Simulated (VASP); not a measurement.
Band structure of CdS (wurtzite). All values below come from PBE GGA with D3 dispersion (zero damping), VASP's PBE PAW potentials (set 64) (plane waves; VASP).

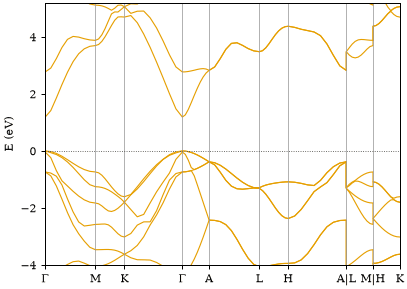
Bands along high-symmetry lines, zero at the valence-band maximum or, without a gap, the Fermi level

Read the plot: is there a gap, and where are the band edges?

The gap is direct, 1.19 eV, from the valence maximum at Γ to the conduction minimum at Γ. (Edges off the drawn lines would not show.)

Measured: gap 2.64 eV at 0 K (computed value off by -1.45 eV), as given by X. Ren et al., All-electron periodic G0W0 implementation with numerical atomic orbital basis functions: algorithm and benchmarks (2021), arXiv:2011.01400 [zero-point renormalisation of 0.068 eV removed from the gap extrapolated to 0 K (as printed)].

The compound is CdS in the wurtzite structure. It was relaxed first.
